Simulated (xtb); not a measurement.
## Geometry relaxation of GeNH2F2 (part 3 of 3)

The same run, continued: GeNH2F2, multiplicity 2, SMILES [NH2][Ge]([F])[F]; GFN2-xTB, ALPB solvent nitromethane (xtb 6.7.1). The geometry comes from this level: PBE0-D4/def2-TZVP.

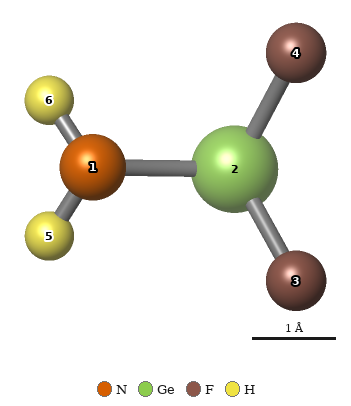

Fig. 1: The starting structure (ball-and-stick view, seen at a tilt; atoms are numbered from 1 in the order of the input). Sticks mark near contacts.

## Input file (mol.coord)
```
$coord
     -0.396842486171      1.609479740344     -0.638538457511  n
     -0.119619663689     -1.469073089284      0.935036486465  ge
      2.892792751577     -1.497796926378      2.235734978045  f
     -0.076344935435     -3.673438613660     -1.494962337191  f
     -0.224499463606      3.102174406186      0.548587493979  h
     -1.996117705442      1.807712010817     -1.672785565519  h
$end
```

## File input.inp
```
$opt
   microcycle=50
   hlow=0.05
$end
```

Launched with:
```bash
xtb mol.coord -u 1 --alpb nitromethane bar1M --gfn2 --wbo --input input.inp --opt | tee mol.out
```

## Key numbers

| quantity | value |
| --- | --- |
| outcome | converged |
| electrons treated | 25 |
| total energy | −15.414447 hartree |
| dispersion energy | −0.002435 hartree |
| solvation energy | −0.009677 hartree |
| basis functions | 24 |
| dipole moment | 6.32 D |
| hardware | 1 thread of AMD EPYC (Zen 3), 176 GiB of memory available, shared host |
| peak memory | 0.069 GiB |

Settings chosen away from the usual ones: method = gfn2-xtb; task = optimise; x = {"opt_microcycles": 50, "hlow": 0.05}; partner = base; sm = ALPB; solvent = nitromethane.
